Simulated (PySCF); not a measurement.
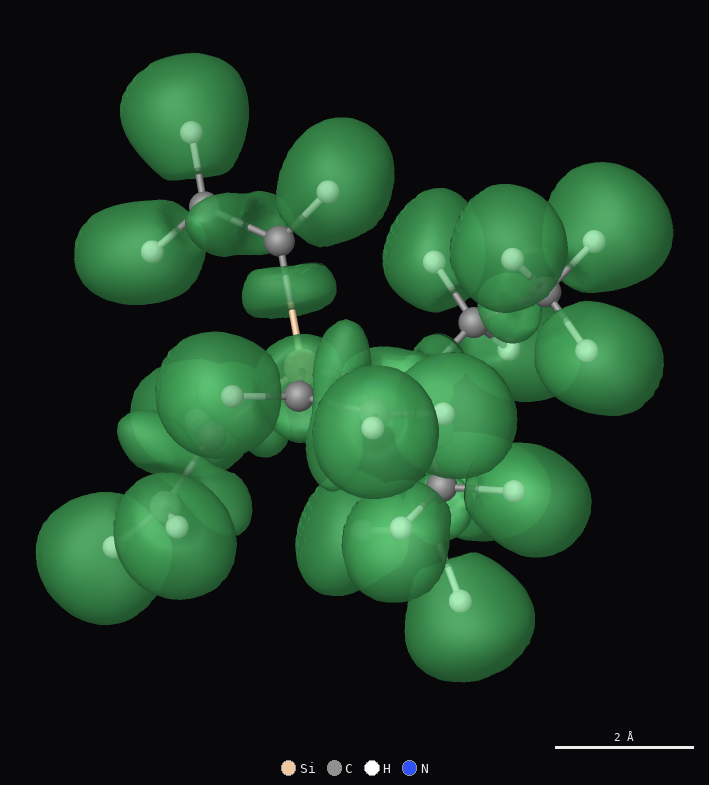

*C$_{10}$H$_{19}$NSi. Isosurface of the electron localisation function at 0.75 (green), seen at a tilt. Only the valence region is drawn (cores and ρ < 0.01 e/Å³ removed).*

Geometry: PBE0-D3(BJ)/def2-SVP.

Computed with PBE0/pcSseg-1, SCF density, gas phase, non-relativistic in PySCF.

```tsv
atom	x (Å)	y (Å)	z (Å)
Si	0.4973	0.6291	0.5083
C	0.8683	0.1032	2.2667
C	2.0954	0.0910	2.8004
H	0.0244	-0.1597	2.9195
H	2.9819	0.3606	2.2150
H	2.2760	-0.1823	3.8465
C	2.0960	0.9948	-0.3998
C	2.3179	2.1039	-1.1159
H	2.8861	0.2308	-0.3830
H	1.5688	2.9014	-1.1863
H	3.2492	2.2704	-1.6697
C	-0.5355	2.1977	0.5470
C	-1.8446	2.2126	0.2688
H	-0.0614	3.1419	0.8489
H	-2.3690	1.2977	-0.0319
H	-2.4502	3.1244	0.3286
N	-0.3739	-0.6552	-0.2794
C	-0.6834	-0.5435	-1.6923
C	0.2291	-1.3646	-2.5934
C	-0.8334	-1.8559	0.3867
C	-2.2815	-1.7865	0.8554
H	-0.6180	0.5182	-1.9862
H	-1.7386	-0.8272	-1.8720
H	1.2728	-1.0323	-2.4875
H	0.1887	-2.4359	-2.3415
H	-0.0620	-1.2612	-3.6507
H	-0.7058	-2.7229	-0.2875
H	-0.1796	-2.0632	1.2496
H	-2.4131	-0.9842	1.5984
H	-2.9640	-1.5775	0.0163
H	-2.5995	-2.7362	1.3145
```

Q: Identify the bonds, lone pairs and shells in this picture.

A: At this value the surface marks out five regions between bonded C–C atoms (shared pairs), three regions between bonded C–Si atoms (shared pairs), 19 regions around hydrogen nuclei and one region on N in which the atom's valence shell and bonds are merged. Profiles from the grid: C–C (1.34 Å): the ELF peaks at about 0.95 between the atoms (a multiple bond). C–N (1.45 Å): the ELF peaks at about 0.90 between the atoms (localised, covalent bonding).
